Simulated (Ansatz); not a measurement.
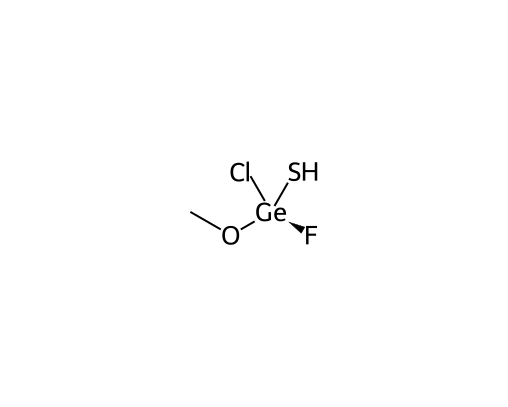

Figure made from data computed with Ansatz.

2D structure.

Q: Transcribe the drawing into SMILES.

A: C[O][Ge@@]([F])([SH])[Cl]

Q: What is the molecular formula?

A: CH4ClFGeOS.

Q: An optimisation with PBE0-D4/def2-TZVP gave a structure of which point group?

A: C1.
